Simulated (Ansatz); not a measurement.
# FH₆NOSi (built from SMILES F.N[SiH2]O): search for a transition state, part 1 of 2

Is there a first-order saddle for this four-centre ligand exchange, which should form Si1–F7, N2–H6 and break Si1–N2, H6–F7, and which two structures does it connect?

Program: Ansatz 0.2.0, Gaussian basis. Level of theory: PBE0-D4, def2-SVP first, then def2-TZVP. These are calculated values, not measurements.

152 further runs of the same task are left out: 152 set aside as unsound or not needed. Runs told in other sessions of the task aren't counted.

## 1. The system as given

The guess: 10 atoms, charge 0, spin multiplicity 1.

Atoms are counted from 1 here; the program's logs count them from 0.

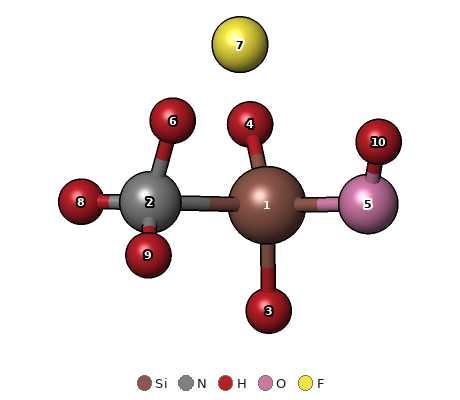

Start geometry, drawn with silicon brown, nitrogen grey, hydrogen red, oxygen pink, fluorine yellow; atoms are numbered from 1 in the order of the file.

Geometry (Å):

```
Si   -0.61240    0.44860   -0.48360
N     0.21110   -1.12870    0.00370
H    -1.01210    0.22780   -1.86960
H    -1.70210    0.59870    0.45460
O     0.50130    1.59340   -0.63260
H     0.53350   -0.65980    1.00710
F     0.51510    0.40810    1.76540
H    -0.39510   -1.92570    0.14110
H     1.00450   -1.40250   -0.56270
H     0.95620    1.84010    0.17680
```

Distances that are to change: Si1–F7 2.52 Å, N2–H6 1.15 Å, Si1–N2 1.84 Å, H6–F7 1.31 Å.

## 2. Relaxing the guess with the reacting distances held

Contents of hold/in.yaml:

```yaml
crystal:
  periodic: [false, false, false]
  atoms:
    - {symbol: Si, position_ang: [-0.612400, 0.448600, -0.483600]}
    - {symbol: N, position_ang: [0.211100, -1.128700, 0.003700]}
    - {symbol: H, position_ang: [-1.012100, 0.227800, -1.869600]}
    - {symbol: H, position_ang: [-1.702100, 0.598700, 0.454600]}
    - {symbol: O, position_ang: [0.501300, 1.593400, -0.632600]}
    - {symbol: H, position_ang: [0.533500, -0.659800, 1.007100]}
    - {symbol: F, position_ang: [0.515100, 0.408100, 1.765400]}
    - {symbol: H, position_ang: [-0.395100, -1.925700, 0.141100]}
    - {symbol: H, position_ang: [1.004500, -1.402500, -0.562700]}
    - {symbol: H, position_ang: [0.956200, 1.840100, 0.176800]}
basis:
  gaussian: {orbitals: def2-SVP}
hamiltonian: {xc: pbe0, dispersion: d4}
relax: {f_tol: 0.04, max_steps: 150, escape_saddle: false, constraints: [{distance: [0, 6]}, {distance: [1, 5]}, {distance: [0, 1]}, {distance: [5, 6]}]}
```

Launch:

```
> ansatz run in.yaml --threads 4 --pin off --events-out ev --progress --plain --max-ram 9574MiB
```

The log of the run (excerpt; [...] marks lines left out):

```text
Functional definition: PBE0
  name "PBE0"
  cite "Adamo & Barone, J. Chem. Phys. 110, 6158 (1999) doi:10.1063/1.478522"
  cite "Perdew, Burke & Ernzerhof, Phys. Rev. Lett. 77, 3865 (1996) doi:10.1103/PhysRevLett.77.3865"
  parent pbe
[...]
936 factors; integrals over basis functions are off by at most 5.4e-4 eV
[...]
mean field -14213.48479350 eV, -522.3359319150 hartree, gradient 3.2e-5 eV, S^2 0.000000; 0 other end points of the search recorded, 0 dependent functions left out
[...]
reference -14213.48481671 eV, -522.3359327679 hartree; 22, 22 occupied and 68, 68 virtual orbitals, 936 factors
relax step   1: F+E_penalty+E_count = -14213.61995491 eV  Δ(F+E_penalty+E_count) = +0.000e0 eV  max|allowed force component| = 1.054e0 eV/Å  Δτ_max = 0.0000 Å  (25 SCF iters, accepted)
[...]
relax step   6: F+E_penalty+E_count = -14213.82150028 eV  Δ(F+E_penalty+E_count) = -5.667e-4 eV  max|allowed force component| = 7.801e-2 eV/Å  Δτ_max = 0.0292 Å  (28 SCF iters, accepted)
[...]
relax step   7: F+E_penalty+E_count = -14213.82314092 eV  Δ(F+E_penalty+E_count) = -1.641e-3 eV  max|allowed force component| = 2.994e-2 eV/Å  Δτ_max = 0.0216 Å  (29 SCF iters, accepted)
  distance Si 0 - F 6 held at 2.516127 Å   reaction = -1.8519e-1 eV/Å
  distance N 1 - H 5 held at 1.153525 Å   reaction = -3.6995e-1 eV/Å
  distance Si 0 - N 1 held at 1.844855 Å   reaction = -1.6768e-1 eV/Å
  distance H 5 - F 6 held at 1.309873 Å   reaction = +6.7168e-1 eV/Å
936 factors; integrals over basis functions are off by at most 5.8e-4 eV
[...]
mean field -14213.68795101 eV, -522.3433978158 hartree, gradient 1.4e-5 eV, S^2 0.000000; 1 other end points of the search recorded, 0 dependent functions left out
[...]
reference -14213.68797379 eV, -522.3433986530 hartree; 22, 22 occupied and 68, 68 virtual orbitals, 936 factors
Total energy: -14213.82316370 eV, -522.3483667907 hartree
Atom 0 at    -0.610483     0.456604    -0.523079 Å, force    -0.195382     0.133260    -0.179239 eV/Å
Atom 1 at     0.217976    -1.102892     0.010884 Å, force    -0.031584    -0.308959    -0.266179 eV/Å
Atom 2 at    -1.054413     0.220507    -1.924665 Å, force     0.006690     0.001441    -0.006297 eV/Å
Atom 3 at    -1.792170     0.563982     0.365721 Å, force     0.000477     0.005459    -0.015260 eV/Å
Atom 4 at     0.542245     1.616801    -0.553012 Å, force     0.001019    -0.008621    -0.010209 eV/Å
Atom 5 at     0.605863    -0.558601     0.951049 Å, force     0.138202     0.743534     0.661827 eV/Å
Atom 6 at     0.638365     0.542642     1.659552 Å, force     0.083481    -0.562254    -0.193482 eV/Å
Atom 7 at    -0.391184    -1.888794     0.238332 Å, force    -0.000401     0.001314     0.004071 eV/Å
Atom 8 at     0.964661    -1.423390    -0.606207 Å, force    -0.002685     0.001931     0.002985 eV/Å
Atom 9 at     0.879139     1.573141     0.381626 Å, force     0.000184    -0.007106     0.001783 eV/Å
Dipole moment:    -0.183877    -0.966345    -0.423088 e Å
```

Wall time 20 s (4 threads of Intel Xeon at 2.50GHz, shared host).

Relaxation path:

| step | energy from step 1 (eV) | largest force component (eV/Å) |
| --- | --- | --- |
| 1 | 0.0000 | 1.0544 |
| 2 | -0.1099 | 0.6739 |
| 3 | -0.1587 | 0.4608 |
| 4 | -0.1910 | 0.2738 |
| 5 | -0.2010 | 0.1479 |
| 6 | -0.2015 | 0.0780 |
| 7 | -0.2032 | 0.0299 |

Close pairs (by a distance rule), those that changed most:

| bond | before (Å) | after (Å) | change (Å) |
| --- | --- | --- | --- |
| Si1–H4 | 1.446 | 1.483 | +0.037 |
| O5–H10 | 0.961 | 0.994 | +0.034 |
| Si1–O5 | 1.604 | 1.636 | +0.032 |
| Si1–H3 | 1.459 | 1.489 | +0.030 |
| N2–H8 | 1.011 | 1.020 | +0.009 |
| N2–H9 | 1.013 | 1.020 | +0.008 |
| Si1–N2 | 1.845 | 1.845 | +0.000 |
| N2–H6 | 1.154 | 1.154 | +0.000 |

## 3. A starting Hessian

Contents of hessian/in.yaml:

```yaml
crystal:
  periodic: [false, false, false]
  atoms:
    - {symbol: Si, position_ang: [-0.610483, 0.456604, -0.523079]}
    - {symbol: N, position_ang: [0.217976, -1.102892, 0.010884]}
    - {symbol: H, position_ang: [-1.054413, 0.220507, -1.924665]}
    - {symbol: H, position_ang: [-1.792170, 0.563982, 0.365721]}
    - {symbol: O, position_ang: [0.542245, 1.616801, -0.553012]}
    - {symbol: H, position_ang: [0.605863, -0.558601, 0.951049]}
    - {symbol: F, position_ang: [0.638365, 0.542642, 1.659552]}
    - {symbol: H, position_ang: [-0.391184, -1.888794, 0.238332]}
    - {symbol: H, position_ang: [0.964661, -1.423390, -0.606207]}
    - {symbol: H, position_ang: [0.879139, 1.573141, 0.381626]}
basis:
  gaussian: {orbitals: def2-SVP}
hamiltonian: {xc: pbe0, dispersion: d4}
phonons: {}
scf: {lower_state_search: off}
```

Launch:

```
> ansatz run in.yaml --threads 4 --pin off --events-out ev --progress --plain --max-ram 9574MiB
```

The log of the run (excerpt; [...] marks lines left out):

```text
[... 5 set-up lines as earlier in the session ...]
[...]
939 factors; integrals over basis functions are off by at most 5.5e-4 eV
[...]
mean field -14213.68793605 eV, -522.3433972660 hartree, gradient 6.5e-6 eV, S^2 0.000000; 0 other end points of the search recorded, 0 dependent functions left out
[...]
reference -14213.68795886 eV, -522.3433981044 hartree; 22, 22 occupied and 68, 68 virtual orbitals, 939 factors
[... from here to the last solve, the lines of the solves are left out (59 solves) ...]
939 factors; integrals over basis functions are off by at most 5.5e-4 eV
mean field -14213.68782873 eV, -522.3433933224 hartree, gradient 2.3e-6 eV, S^2 0.000000; 0 other end points of the search recorded, 0 dependent functions left out
[...]
WARN: phonons: modes at or below zero, which the zero-point energy, F, S and C_V leave out: 1, the lowest at -360.79 cm⁻¹. A minimum has none, and a first-order saddle one
[...]
Atom 3 at    -1.792170     0.563982     0.365721 Å, force     0.000510     0.005459    -0.015256 eV/Å
Atom 4 at     0.542245     1.616801    -0.553012 Å, force     0.001196    -0.008461    -0.010129 eV/Å
Atom 5 at     0.605863    -0.558601     0.951049 Å, force     0.138121     0.743469     0.661864 eV/Å
Atom 6 at     0.638365     0.542642     1.659552 Å, force     0.083626    -0.562165    -0.193566 eV/Å
Atom 7 at    -0.391184    -1.888794     0.238332 Å, force    -0.000448     0.001311     0.004065 eV/Å
Atom 8 at     0.964661    -1.423390    -0.606207 Å, force    -0.002712     0.001914     0.002984 eV/Å
Atom 9 at     0.879139     1.573141     0.381626 Å, force    -0.000098    -0.007235     0.001731 eV/Å
Dipole moment:    -0.183880    -0.966345    -0.423088 e Å
Vibrations: -360.79 115.41 204.96 381.10 482.19 567.20 616.28 703.13 742.23 884.28 903.88 920.07 929.07 991.95 1065.47 1248.98 1518.36 1586.97 1981.16 2261.10 2292.44 3384.22 3538.11 3631.90 cm⁻¹, zero-point energy 1.918685 eV
Checks for a lower state left out: stability, starts, cluster_reference, orbital_swaps, neighbouring_geometries, increment
```

It took 88 s on 4 threads of Intel Xeon at 2.50GHz, shared host.

The structure is not stationary yet, so these wavenumbers are no spectrum; the search needs only the force constants.

## 4. Saddle search in the small basis

A small driver takes partitioned rational-function steps: uphill along one mode, downhill along the rest. It calls the program once a step for energy and forces and updates the Hessian by Bofill's formula. It stops when the largest force is under 0.04 eV/Å and the followed curvature is negative. The first step's input:

Contents of presaddle/in.yaml:

```yaml
crystal:
  periodic: [false, false, false]
  atoms:
    - {symbol: Si, position_ang: [-0.610483, 0.456604, -0.523079]}
    - {symbol: N, position_ang: [0.217976, -1.102892, 0.010884]}
    - {symbol: H, position_ang: [-1.054413, 0.220507, -1.924665]}
    - {symbol: H, position_ang: [-1.792170, 0.563982, 0.365721]}
    - {symbol: O, position_ang: [0.542245, 1.616801, -0.553012]}
    - {symbol: H, position_ang: [0.605863, -0.558601, 0.951049]}
    - {symbol: F, position_ang: [0.638365, 0.542642, 1.659552]}
    - {symbol: H, position_ang: [-0.391184, -1.888794, 0.238332]}
    - {symbol: H, position_ang: [0.964661, -1.423390, -0.606207]}
    - {symbol: H, position_ang: [0.879139, 1.573141, 0.381626]}
basis:
  gaussian: {orbitals: def2-SVP}
hamiltonian: {xc: pbe0, dispersion: d4}
output: {forces: true}
scf: {lower_state_search: off}
```

Launch:

```
> ansatz run in.yaml --threads 4 --pin off --events-out ev --progress --plain --max-ram 9574MiB
```

Step by step:

| step | energy (eV) | largest force (eV/Å) | followed curvature (eV/Å²) |
| --- | --- | --- | --- |
| 1 | -14213.82315 | 0.7435 | -1.98 |
| 2 | -14213.75292 | 0.4881 | -2.29 |
| 3 | -14213.78368 | 0.5151 | -3.22 |
| 4 | -14213.79735 | 0.1090 | -2.81 |
| 5 | -14213.79816 | 0.0769 | -3.34 |
| 6 | -14213.79901 | 0.0551 | -3.30 |
| 7 | -14213.79870 | 0.1231 | -3.34 |
| 8 | -14213.79919 | 0.0378 | -3.32 |

The 8 steps took 14 s in all (4 threads of Intel Xeon at 2.50GHz, shared host).

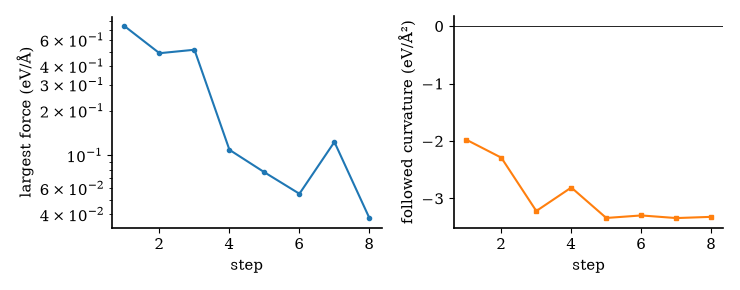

Largest force and followed curvature during the search.

## 5. Saddle search in triple zeta

The search itself is an outer loop (partitioned rational-function steps, Bofill update of the Hessian). Each step is one single-point run with forces. It stops when the largest force is under 0.01 eV/Å and the followed curvature is negative. The first step's input:

Contents of saddle/in.yaml:

```yaml
crystal:
  periodic: [false, false, false]
  atoms:
    - {symbol: Si, position_ang: [-0.553152, 0.468319, -0.377726]}
    - {symbol: N, position_ang: [0.243956, -1.185118, 0.016291]}
    - {symbol: H, position_ang: [-1.013540, 0.222622, -1.783904]}
    - {symbol: H, position_ang: [-1.788879, 0.605245, 0.431269]}
    - {symbol: O, position_ang: [0.569854, 1.657089, -0.621915]}
    - {symbol: H, position_ang: [0.567116, -0.651239, 0.992330]}
    - {symbol: F, position_ang: [0.405105, 0.486713, 1.568380]}
    - {symbol: H, position_ang: [-0.393410, -1.968689, 0.153187]}
    - {symbol: H, position_ang: [0.988738, -1.462735, -0.621791]}
    - {symbol: H, position_ang: [0.974213, 1.827792, 0.244079]}
basis:
  gaussian: {orbitals: def2-TZVP}
hamiltonian: {xc: pbe0, dispersion: d4}
output: {forces: true}
scf: {lower_state_search: off}
```

Launch:

```
> ansatz run in.yaml --threads 4 --pin off --events-out ev --progress --plain --max-ram 9574MiB
```

Step by step:

| step | energy (eV) | largest force (eV/Å) | followed curvature (eV/Å²) |
| --- | --- | --- | --- |
| 1 | -14224.55693 | 0.3962 | -3.32 |
| 2 | -14224.56993 | 0.8125 | -3.34 |
| 3 | -14224.57502 | 0.5816 | -3.43 |
| 4 | -14224.58435 | 0.2580 | -3.96 |
| 5 | -14224.58745 | 0.1100 | -5.27 |
| 6 | -14224.58810 | 0.3016 | -5.32 |
| 7 | -14224.58956 | 0.0688 | -5.19 |
| 8 | -14224.58963 | 0.0326 | -5.56 |
| 9 | -14224.58974 | 0.0113 | -5.55 |
| 10 | -14224.58920 | 0.0771 | -5.55 |
| 11 | -14224.58979 | 0.0072 | -5.55 |

The 11 steps took 38 s in all (4 threads of Intel Xeon at 2.50GHz, shared host).

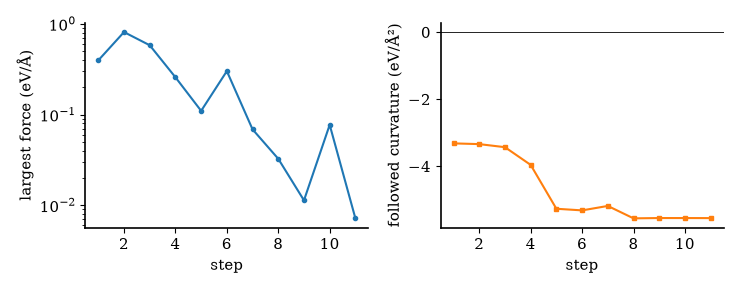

Largest force and followed curvature during the search.

Geometry at the end of the search:

| atom | x (Å) | y (Å) | z (Å) |
| --- | --- | --- | --- |
| Si1 | -0.53874 | 0.46149 | -0.39221 |
| N2 | 0.23415 | -1.17758 | 0.01784 |
| H3 | -1.00030 | 0.21150 | -1.78861 |
| H4 | -1.74854 | 0.59992 | 0.43920 |
| O5 | 0.54769 | 1.65372 | -0.63103 |
| H6 | 0.55132 | -0.69526 | 0.99386 |
| F7 | 0.42537 | 0.47006 | 1.61124 |
| H8 | -0.41720 | -1.94514 | 0.13106 |
| H9 | 0.98982 | -1.45901 | -0.59519 |
| H10 | 0.95643 | 1.88028 | 0.21403 |

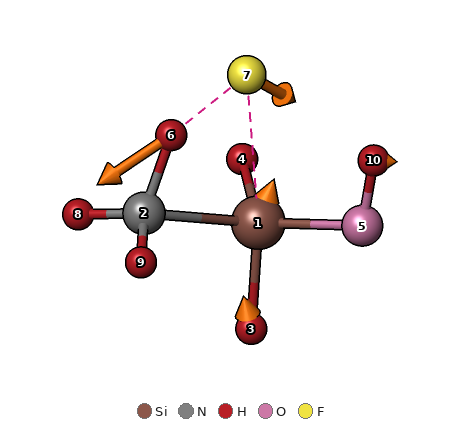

The point found; arrows show the followed mode. Pairs that react are joined by broken lines, hidden where the pair is close enough to be drawn as a bond.

(Continued in part 2 of 2.)
